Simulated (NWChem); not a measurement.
**HF/def2-TZVPP (core potential) run of InF (SMILES [F][In])**

What is the vertical singlet–triplet gap of InF at HF/def2-TZVPP (core potential)? 

The results are computed with NWChem 7.3.0.

11 further runs of the same task are left out: 3 that didn't finish, 8 set aside as unsound or not needed. Runs told in other sessions of the task aren't counted.

## 1. The system as given

InF: 2 atoms, total charge 0, spin state singlet. As SMILES, `[F][In]`. Geometry: relaxed at PBE0-D4/def2-TZVP.

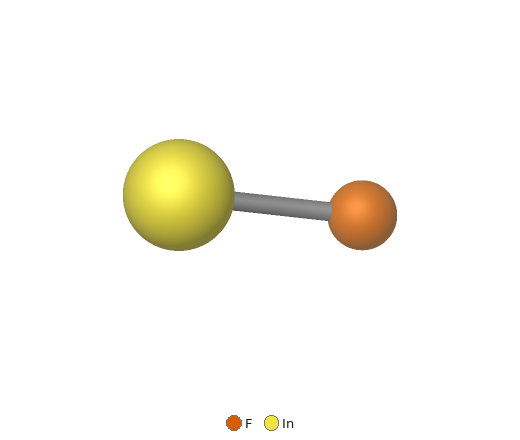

The structure, seen from a chosen angle (fluorine orange, indium yellow).

## 2. Energy and gradient at HF/def2-TZVPP (core potential)

work.nw reads:

```
echo
start work
title "InF"
memory total 2200 mb
geometry noautosym nocenter noautoz
 F      0.000000     0.000000     0.015910
 In     0.000000     0.000000     2.009580
end
basis spherical bse
 * library def2-TZVPP
end
ecp bse
 In library def2-TZVPP
end
scf
 singlet
 rhf
 thresh 1e-08
 maxiter 80
end
task scf gradient
```

The run is started by

```console
$ nwchem work.nw > work.out
```

Output:

```text
[...]
  functions       =    81
[...]
  wavefunction    = RHF
[...]
         Total SCF energy =   -288.755946321624
      One-electron energy =   -575.762199437870
      Two-electron energy =    236.840227615063
 Nuclear repulsion energy =     50.166025501183
        Time for solution =     15.6s
[...]
                         RHF ENERGY GRADIENTS
    atom               coordinates                        gradient
                 x          y          z           x          y          z
   1 F       0.000000   0.000000   0.030066   -0.000000   0.000000  -0.006059
   2 In      0.000000   0.000000   3.797556    0.000000  -0.000000   0.006059
[...]
```

Run time: 22 s. Hardware: 1 thread of Intel Xeon at 2.80GHz (Skylake/Cascade Lake), shared host; peak memory 0.11 GiB.

## 3. The triplet: the energy at UHF/def2-TZVPP (core potential)

run.py reads:

```python
from ase import Atoms
from ase.calculators.nwchem import NWChem

mol = Atoms('FIn', positions=[
    [0.000000, 0.000000, 0.015910],
    [-0.000000, -0.000000, 2.009580],
])

calc = NWChem(
    label='fin',
    theory='scf',
    memory='2200 mb',
    basis='def2-TZVPP',
    basispar='spherical bse',
    scf={'nopen': '2', 'uhf': None, 'thresh': '1e-08', 'maxiter': '80'},
    task='energy',
    **{'ecp bse': {'In library': 'def2-TZVPP'}},
)
mol.calc = calc

e = mol.get_potential_energy()
print(f"E = {e:.6f} eV")
```

The run is started by

```console
$ export ASE_NWCHEM_COMMAND="nwchem PREFIX.nwi > PREFIX.nwo"
$ python run.py
```

Output:

```text
E = -7854.660674 eV
```

The calculator wrote fin.nwi:

```
title "fin"

permanent_dir fin

scratch_dir fin

start fin

geometry units angstrom nocenter noautosym noautoz
  F  0.0000000000000000e+00 0.0000000000000000e+00 1.5910000000000001e-02
  In -0.0000000000000000e+00 -0.0000000000000000e+00 2.0095800000000001e+00
end

memory 2200 mb

basis spherical bse noprint
   * library def2-TZVPP
end

scf
  nopen 2
  uhf
  thresh 1e-08
  maxiter 80
end
ecp bse
  In library def2-TZVPP
end

task scf energy
```

fin.nwo:

```text
Northwest Computational Chemistry Package (NWChem) 7.3.0
             --------------------------------------------------------

           Job information
           ---------------

    nwchem branch   = 7.3.0
    use scalapack   = T
    input           = fin.nwi
    prefix          = fin.
    data base       = fin/fin.db
    status          = startup
    nproc           =        1

           Memory information
           ------------------

    heap     =     72089596 doubles =      550.0 Mbytes
    stack    =     72089601 doubles =      550.0 Mbytes
    global   =    144179200 doubles =     1100.0 Mbytes (distinct from heap & stack)
    total    =    288358397 doubles =     2200.0 Mbytes
    verify   = yes
    hardfail = no

           Directory information
           ---------------------

  0 permanent = fin
  0 scratch   = fin

[... 27 lines left out ...]
            Nuclear Dipole moment (a.u.)
[... 61 lines left out ...]
 1-e energy   =    -574.095646
[... 7 lines left out ...]
         Quadratically convergent UHF
[... 15 lines left out ...]
       Final UHF  results
[... 3 lines left out ...]
      One electron energy =   -574.546095227450
[... 1 line left out ...]
 Nuclear repulsion energy =     50.166025501183
[... 38 lines left out ...]
          Final beta eigenvalues
[... 209 lines left out ...]
                     UHF Final Beta Molecular Orbital Analysis
[... 210 lines left out ...]
   Mulliken analysis of the spin density
   -------------------------------------

    Atom       Charge   Shell Charges
 -----------   ------   -------------------------------------------------------
    1 F    9     0.09   0.00 -0.00  0.00  0.01 -0.01  0.07  0.05 -0.04  0.00 -0.00  0.00
    2 In  21     1.91   0.02 -0.03  0.04 -0.03  0.43  0.36 -0.00  0.00  0.29  0.66  0.14 -0.07  0.06  0.03  0.00  0.00

       Multipole analysis of the density wrt the origin
       ------------------------------------------------

     L   x y z        total         alpha         beta         nuclear
     -   - - -        -----         -----         ----         -------
     0   0 0 0     -0.000000    -16.000000    -14.000000     30.000000

     1   1 0 0      0.000000     -0.000000      0.000000      0.000000
[... 8 lines of this table left out ...]
     2   0 0 2    -16.464302   -182.105249   -137.217181    302.858127

 Task  times  cpu:       24.2s     wall:       24.2s
 Total times  cpu:       24.2s     wall:       24.2s
```

Wall time 26 s (1 thread of Intel Xeon at 2.80GHz (Skylake/Cascade Lake), shared host); peak memory 0.1 GiB.

## 4. Summary of results

At HF/def2-TZVPP (core potential):

| quantity | value |
| --- | --- |
| singlet: total energy | -288.75595 Eh |
| singlet: dipole moment | 3.28 D |
| singlet: HOMO energy | -9.55 eV |
| singlet: LUMO energy | 0.54 eV |
| singlet: HOMO–LUMO gap | 10.10 eV |
| singlet: largest force on an atom | 0.312 eV/Å |
| triplet: total energy | -288.65346 Eh |
| triplet: dipole moment | 3.63 D |
| triplet: HOMO energy (highest over α and β) | -6.54 eV |
| triplet: LUMO energy (lowest over α and β) | -1.55 eV |
| triplet: ⟨S²⟩ | 2.006 |
| vertical energy of the triplet above the singlet | 2.789 eV |

At this shape the triplet lies 2.79 eV (269 kJ/mol) above the singlet. The largest force (singlet) is 0.31 eV/Å: the shape isn't a stationary point for this species at this level.
